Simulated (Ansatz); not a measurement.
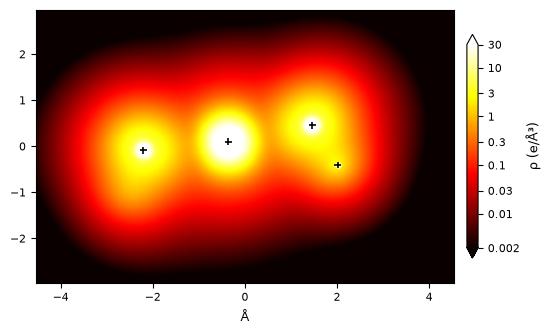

The total electron density on a plane through atoms (crosses mark nuclei in the plane).

These are results of RKS PBE0-D4/def2-TZVPD in Ansatz 0.2.0, not measurements.

Candidates:
A. CuH4N2 (charge −1)
B. NbO2 (charge −1)
C. H3Sn (charge −1)

> Which system is this?

Candidate A: CuH4N2 on the plane of atoms Cu1, N2 and H3, which holds Cu, N and H. Cu–N (1.86 Å): the density is about 0.81 e/Å³ at the midpoint. N–H (1.02 Å): ρ is about 2.7 e/Å³ halfway.
